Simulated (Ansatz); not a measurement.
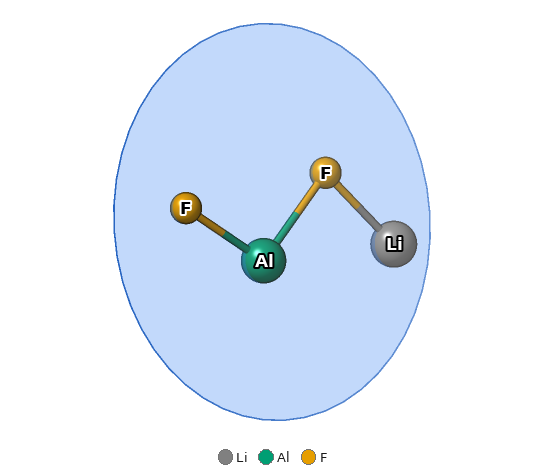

All proper rotation axes (lines) and mirror planes (discs) of the structure are drawn in. Atoms fade into the background with distance from the viewer. The computed structure is the end point of a PBE-D4/def2-SVP optimisation. No frequency run is at hand to confirm it as a minimum.

Name the symmetry elements and the point group.

Answer. It has 1 mirror plane. Point group Cs. The group has 2 operations. The geometry is achiral, and symmetry allows a dipole moment.
